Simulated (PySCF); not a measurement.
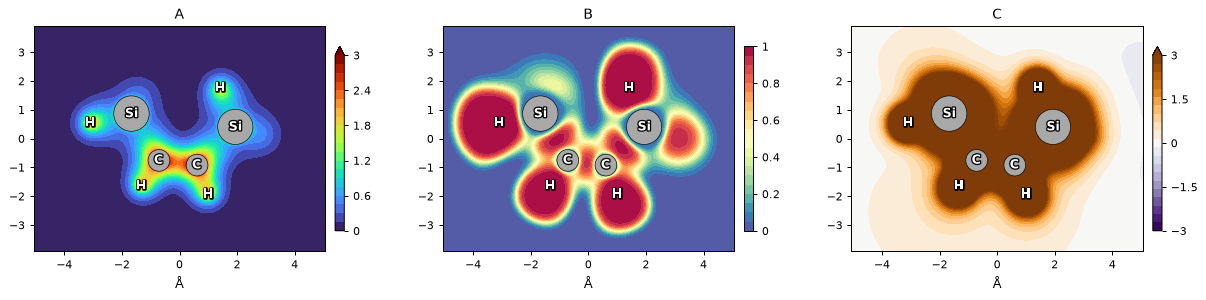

C₃H₁₀SSi₂ (SMILES CS[SiH2]/C=C\[SiH3]): 3 fields on the plane of atoms C5, C4 and H12, with unlabelled colour scales. Grey discs cover the atomic cores.

Geometry: GFN2-xTB.

Computed with PBE0/pcSseg-1, SCF density, gas phase, non-relativistic in PySCF 2.14.0.

```xyz
16

C     2.1873   -0.7318   -0.5777
S     2.5587    0.8095    0.3165
Si    0.6289    1.2094    1.1883
C    -0.5916    1.3937   -0.2284
C    -1.5193    0.5246   -0.6286
Si   -1.9610   -1.1279    0.1646
H     1.3477   -0.5737   -1.2480
H     3.0754   -0.9891   -1.1450
H     1.9606   -1.5190    0.1347
H     0.3062    0.0986    2.0795
H     0.8392    2.4724    1.8804
H    -0.4708    2.3134   -0.7984
H    -2.1105    0.7903   -1.5013
H    -3.0650   -1.7026   -0.6080
H    -0.8155   -2.0427    0.1257
H    -2.3779   -0.9160    1.5523
```

The panels show electron density, electron localisation function and electrostatic potential in some order. Assign them.

Answer. Panel A: electron density. Panel B: electron localisation function. Panel C: electrostatic potential (strongly positive close to the atoms and fading to about zero outside). From the grid: C–C (1.33 Å): the density is about 2.3 e/Å³ at the midpoint; the ELF peaks at about 0.90 between the atoms (a short, multiple covalent bond). C–Si (1.88 Å): ρ at the midpoint is about 0.95 e/Å³; the ELF peaks at about 0.95 between the atoms, as expected for a covalent bond.
